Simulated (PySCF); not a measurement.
H$_{8}$In$_{2}$Sb$_{2}$ ((H2In-mu-SbH2)2)

```yaml
atoms:
  - { symbol: In, position_ang: [-0.4290, -0.9603, -1.1084] }
  - { symbol: H, position_ang: [-1.3618, -0.2224, -2.3496] }
  - { symbol: H, position_ang: [0.1550, -2.5691, -0.9359] }
  - { symbol: Sb, position_ang: [-2.1319, -0.4827, 1.4362] }
  - { symbol: In, position_ang: [0.4697, 0.9041, 1.1419] }
  - { symbol: H, position_ang: [1.3968, 0.1285, 2.3652] }
  - { symbol: H, position_ang: [-0.0915, 2.5252, 1.0086] }
  - { symbol: Sb, position_ang: [2.1395, 0.4772, -1.4344] }
  - { symbol: H, position_ang: [-2.0620, -2.1363, 0.9955] }
  - { symbol: H, position_ang: [-3.1245, -0.0860, 0.1005] }
  - { symbol: H, position_ang: [3.1529, 0.1924, -0.0856] }
  - { symbol: H, position_ang: [2.0021, 2.1466, -1.0831] }
```

Geometry: PBE0-D3(BJ)/def2-SVP; core potentials replace the inner electrons of In and Sb.

The calculation used PBE0/def2-SVPD, SCF density, gas phase, scalar-relativistic core potentials on the heavy atoms in PySCF 2.14.0.

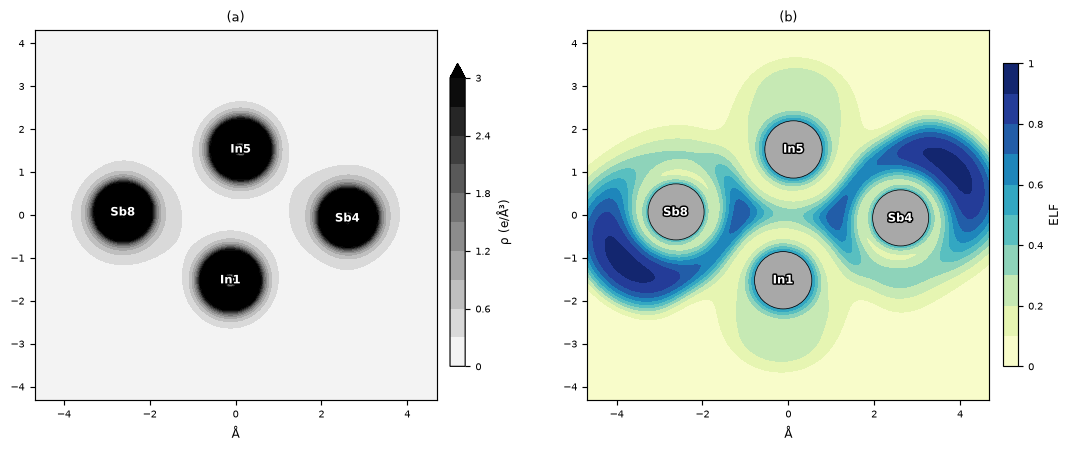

Figure 1. (a) electron density; (b) electron localisation function on the plane of atoms In1, In5 and Sb4. Grey discs cover the atomic cores in the ELF map.

### What does the map show?

The plane passes through In and Sb nuclei. In–Sb (2.96 Å): ρ at the midpoint is about 0.28 e/Å³; the ELF peaks at about 0.65 between the atoms. In–In (3.06 Å): the density is about 0.19 e/Å³ at the midpoint; the ELF is about 0.35 at the midpoint.

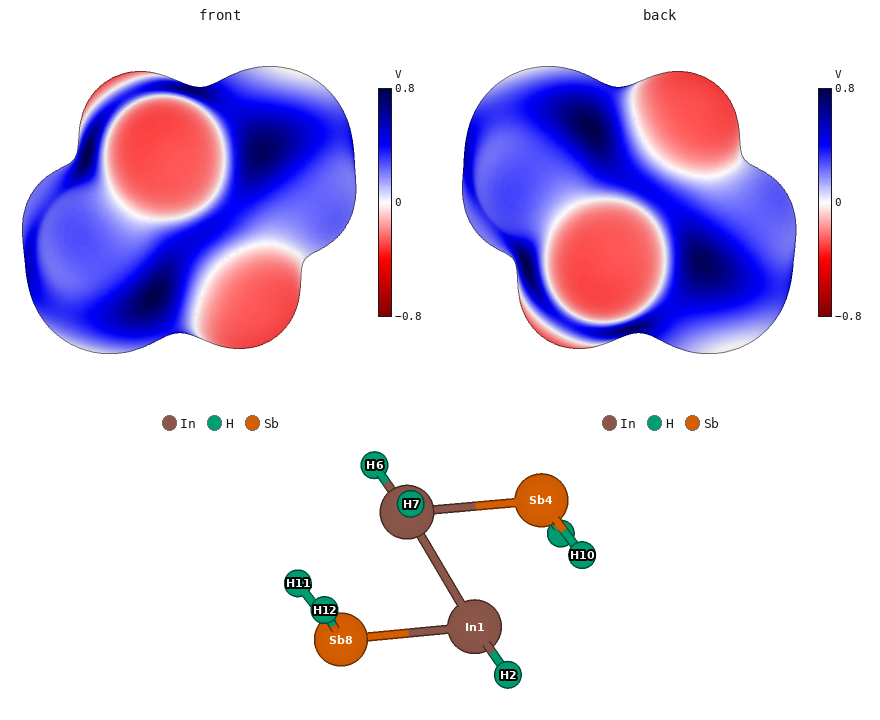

Figure 2. The molecular electrostatic potential painted on the density surface at 0.001 e/bohr³, seen from the front and from behind; the colour scale runs from red (negative) to blue (positive). The bare structure is drawn below in the same view.

### Describe the electrostatic potential map.

The most negative region (about −0.3 V) lies over H2, H3, H6 and H7, the most positive (about +0.8 V) over In1, Sb4, In5 and Sb8.

### What dipole moment does the calculation give?

Its dipole moment is 0.03 D.
